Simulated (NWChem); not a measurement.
# One shape, several levels: C2H8OSSi (SMILES CSC[SiH2]O)

Wanted: a comparison of 4 runs (HF/def2-SVP, HF/def2-TZVP, PBE0/def2-SVP, TPSSh/def2-SVP) of C2H8OSSi. 

The results are computed with NWChem 7.3.0.

1 further run of the same task is left out (it didn't finish).

### Step 1. The molecule

The species is C2H8OSSi (13 atoms), meant as a singlet with charge 0. As SMILES, `CSC[SiH2]O`. The coordinates come from a PBE0-D4/def2-TZVP relaxation. This is one conformer, not always the lowest.

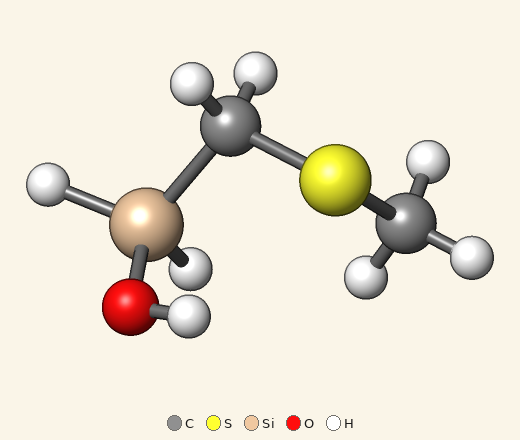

The structure, seen from a chosen angle (carbon grey, sulfur yellow, silicon light orange, oxygen red, hydrogen white).

### Step 2. Energy and forces at HF/def2-SVP (run 1)

job.nw reads:

```
start job
title "C2H8OSSi"
memory 2200 mb

geometry noautosym nocenter noautoz
C       -1.636400       0.811300       0.814300
S        0.087200       1.320800       0.867700
C        0.921600      -0.283400       0.739200
Si       0.817500      -0.941900      -1.019500
O        1.190900       0.282300      -2.051500
H       -2.231900       1.721800       0.885900
H       -1.885600       0.299200      -0.115300
H       -1.873600       0.168000       1.663500
H        1.968700      -0.080900       0.983100
H        0.539100      -0.967900       1.501500
H       -0.554100      -1.469600      -1.266500
H        1.795400      -2.034200      -1.250800
H        0.881700       1.139800      -1.736900
end

basis spherical bse
* library def2-SVP
end

scf
thresh 1e-08
maxiter 80
end

task scf gradient
```

Run with:

```console
$ nwchem job.nw > job.out
```

The program printed:

```text
[...]
  functions       =   118
[...]
  wavefunction    = RHF
[...]
         Total SCF energy =   -841.422344386212
      One-electron energy =  -1765.866174677462
      Two-electron energy =    620.721780126456
 Nuclear repulsion energy =    303.722050164794
        Time for solution =     52.2s
[...]
                         RHF ENERGY GRADIENTS
    atom               coordinates                        gradient
                 x          y          z           x          y          z
   1 C      -3.092348   1.533135   1.538804    0.006411   0.000100  -0.000523
   2 S       0.164784   2.495950   1.639715   -0.001287  -0.007216  -0.003139
   3 C       1.741571  -0.535548   1.396885   -0.004195   0.002232  -0.003071
   4 Si      1.544851  -1.779933  -1.926576   -0.001212   0.012667   0.005574
   5 O       2.250475   0.533470  -3.876773    0.006756  -0.019653  -0.006291
   6 H      -4.217679   3.253730   1.674108    0.000127   0.001364   0.000067
   7 H      -3.563267   0.565406  -0.217885    0.000693  -0.001147  -0.001865
   8 H      -3.540591   0.317474   3.143559    0.000278  -0.000767   0.001272
   9 H       3.720304  -0.152879   1.857790    0.001126   0.000943  -0.000117
  10 H       1.018751  -1.829066   2.837424   -0.000991  -0.000446   0.000879
  11 H      -1.047097  -2.777141  -2.393338   -0.002994  -0.000894  -0.000274
[...]
```

Run time: 66 s. Hardware: 1 thread of AMD EPYC 7R43 (Zen 3), shared host; peak memory 0.098 GiB.

### Step 3. Energy and forces at HF/def2-TZVP (run 2)

work.xyz reads:

```xyz
13
C2H8OSSi hf
C     -1.636400     0.811300     0.814300
S      0.087200     1.320800     0.867700
C      0.921600    -0.283400     0.739200
Si     0.817500    -0.941900    -1.019500
O      1.190900     0.282300    -2.051500
H     -2.231900     1.721800     0.885900
H     -1.885600     0.299200    -0.115300
H     -1.873600     0.168000     1.663500
H      1.968700    -0.080900     0.983100
H      0.539100    -0.967900     1.501500
H     -0.554100    -1.469600    -1.266500
H      1.795400    -2.034200    -1.250800
H      0.881700     1.139800    -1.736900
```

work.nw reads:

```
echo
start work
title "C2H8OSSi hf"
memory total 2200 mb

geometry noautosym nocenter noautoz
  load format xyz work.xyz
end

basis spherical bse
  * library def2-TZVP
end

scf
  thresh 1e-08
  maxiter 80
end

task scf gradient
```

Run with:

```console
$ nwchem work.nw > work.out
```

The program printed:

```text
[...]
  functions       =   215
[...]
  wavefunction    = RHF
[...]
         Total SCF energy =   -841.853565771444
      One-electron energy =  -1766.731836673623
      Two-electron energy =    621.156220737385
 Nuclear repulsion energy =    303.722050164794
        Time for solution =    454.2s
[...]
                         RHF ENERGY GRADIENTS
    atom               coordinates                        gradient
                 x          y          z           x          y          z
   1 C      -3.092348   1.533135   1.538804    0.008828   0.000157  -0.000342
   2 S       0.164784   2.495950   1.639715    0.000671  -0.001606  -0.003555
   3 C       1.741571  -0.535548   1.396885   -0.005800   0.002367  -0.005100
   4 Si      1.544851  -1.779933  -1.926576   -0.003328   0.000836   0.010308
   5 O       2.250475   0.533470  -3.876773    0.010798  -0.010354  -0.015538
   6 H      -4.217679   3.253730   1.674108   -0.002691   0.005459   0.000375
   7 H      -3.563267   0.565406  -0.217885   -0.001045  -0.003595  -0.006342
   8 H      -3.540591   0.317474   3.143559   -0.001239  -0.003785   0.005304
   9 H       3.720304  -0.152879   1.857790    0.005758   0.001691   0.001240
  10 H       1.018751  -1.829066   2.837424   -0.002295  -0.004076   0.004880
  11 H      -1.047097  -2.777141  -2.393338   -0.004786  -0.001713  -0.000092
[...]
```

Wall time 9.7 min (1 thread of AMD EPYC 7R43 (Zen 3), shared host); peak memory 0.12 GiB.

Run 3 isn't shown in full; the table further down has it.

### Step 4. Energy and forces at TPSSh/def2-SVP (run 4)

geom.nw reads:

```
start geom
title "C2H8OSSi"
memory total 2200 mb

geometry units bohr noautosym nocenter noautoz
  C     -3.09234783     1.53313480     1.53880398
  S      0.16478412     2.49595027     1.63971536
  C      1.74157160    -0.53554838     1.39688555
  Si     1.54485111    -1.77993304    -1.92657578
  O      2.25047484     0.53346968    -3.87677314
  H     -4.21767974     3.25373044     1.67410837
  H     -3.56326758     0.56540606    -0.21788542
  H     -3.54059087     0.31747399     3.14355941
  H      3.72030382    -0.15287884     1.85778975
  H      1.01875135    -1.82906592     2.83742378
  H     -1.04709725    -2.77714151    -2.39333814
  H      3.39281428    -3.84408088    -2.36366944
  H      1.66617152     2.15390984    -3.28226531
end

basis spherical bse
  * library def2-SVP
end

dft
  xc xctpssh
  grid fine
  convergence energy 1e-08
  maxiter 100
  mulliken
end

task dft gradient
```

Run with:

```console
$ nwchem geom.nw > geom.out
```

The program printed:

```text
[...]
          Wavefunction type:  closed shell.
          No. of atoms     :    13
          No. of electrons :    58
[...]
          Charge           :     0
          Spin multiplicity:     1
[...]
          AO basis - number of functions:   118
[...]
              XC Information
              --------------
                  TPSS hybrid Method XC Functional
                     Hartree-Fock (Exact) Exchange  0.100
                  TPSS metaGGA Exchange Functional  0.900
             TPSS03 metaGGA Correlation Functional  1.000
[...]
 d= 0,ls=0.0,diis     1   -843.6117094526 -1.15D+03  1.14D-02  6.01D-01     8.8
[...]
 d= 0,ls=0.0,diis    10   -843.6847457443 -3.79D-09  2.08D-07  7.27D-10    75.8
         Total DFT energy =     -843.684745744345
      One electron energy =    -1766.504577453155
           Coulomb energy =      688.266211447904
    Exchange-Corr. energy =      -69.168408006072
 Nuclear repulsion energy =      303.722028266978
[...]
      Total Density - Mulliken Population Analysis
     ---------------------------------------------
    Atom       Charge   Shell Charges
 -----------   ------   -------------------------------------------------------
    1 C    6     6.11   1.99  0.91  0.19  2.09  0.90  0.03
    2 S   16    16.16   2.00  1.99  1.22  0.71  5.93  1.82  2.41  0.09
    3 C    6     6.33   1.99  0.91  0.28  2.09  1.03  0.03
    4 Si  14    13.37   2.00  1.98  0.99  0.12  5.93  1.25  0.75  0.34
    5 O    8     8.40   1.99  1.08  0.64  2.89  1.79  0.01
    6 H    1     0.93   0.75  0.16  0.02
    7 H    1     0.92   0.75  0.15  0.02
    8 H    1     0.93   0.75  0.16  0.02
    9 H    1     0.90   0.74  0.14  0.02
   10 H    1     0.92   0.74  0.15  0.02
[...]
  wavefunction    = closed shell
[...]
```

Wall time 1.7 min (1 thread of AMD EPYC 7R43 (Zen 3), shared host); peak memory 0.12 GiB.

### Step 5. All runs side by side

```csv
run,level,iteration cap,module,energy (Eh),dipole moment (D),HOMO energy (eV),LUMO energy (eV),wall time
1,HF/def2-SVP,80,scf,-841.422344,2.26,-9.34,4.23,66 s
2,HF/def2-TZVP,80,scf,-841.853566,2.18,-9.31,3.29,9.7 min
3,PBE0/def2-SVP,100,dft,-843.196904,2.11,-6.49,0.77,82 s
4,TPSSh/def2-SVP,100,dft,-843.684746,2.04,-5.87,0.39,1.7 min
```

### Step 6. What came out

```
                       quantity          value
            run 4: total energy  -843.68475 Eh
           run 4: dipole moment         2.04 D
             run 4: HOMO energy       -5.87 eV
             run 4: LUMO energy        0.39 eV
           run 4: HOMO–LUMO gap        6.27 eV
run 4: largest force on an atom     0.747 eV/Å
```

In words: The dipole moment (its size) runs from 2.04 D (TPSSh/def2-SVP) to 2.26 D (HF/def2-SVP). The HOMO–LUMO gap runs from 6.27 eV (TPSSh/def2-SVP) to 13.57 eV (HF/def2-SVP). Exact exchange widens orbital gaps. Totals of different functionals can't be ranked against each other. All runs together took 14 min, the longest 9.7 min.
